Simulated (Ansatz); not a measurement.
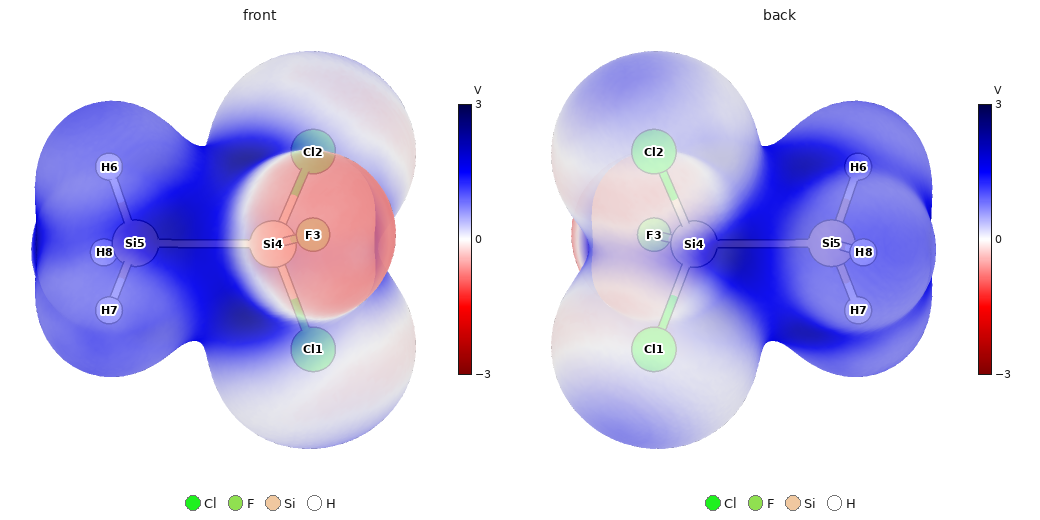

*Cl₂FH₃Si₂ (SMILES F[Si]([SiH3])(Cl)Cl). The electrostatic potential painted on the density surface at 0.004 e/bohr³, seen from the front and from behind; red is negative and blue positive.*

Geometry: B3LYP-D3(BJ)/def2-SVP.

All numbers below come from isolated molecule in a Gaussian basis; Kohn-Sham density functional theory, functional PBE0 (Ansatz).

```yaml
atoms:
  - { symbol: Cl, position_ang: [0.1318, -1.7678, -0.0856] }
  - { symbol: Cl, position_ang: [2.3045, 0.6848, -0.8523] }
  - { symbol: F, position_ang: [0.4174, 0.7671, 1.4481] }
  - { symbol: Si, position_ang: [0.4301, 0.2733, -0.0957] }
  - { symbol: Si, position_ang: [-1.2239, 1.3502, -1.3384] }
  - { symbol: H, position_ang: [-0.9768, 2.8185, -1.3145] }
  - { symbol: H, position_ang: [-2.5573, 1.0389, -0.7530] }
  - { symbol: H, position_ang: [-1.1432, 0.8381, -2.7342] }
```

### Which sites attract a positive test charge, and which a negative one?

A positive charge is drawn to the negative regions and a negative charge to the positive ones. The most negative region (about −0.7 V) lies over F3, the most positive (about +2.2 V) over Si4 and Si5. Cl1 shows a σ-hole: about +0.7 V at the tip opposite its bond, against about 0.0 V on its flanks. Cl2 shows a σ-hole: about +0.7 V at the tip opposite its bond, against about 0.0 V on its flanks.

### How polar is the molecule by this calculation?

Its dipole moment is 1.91 D.
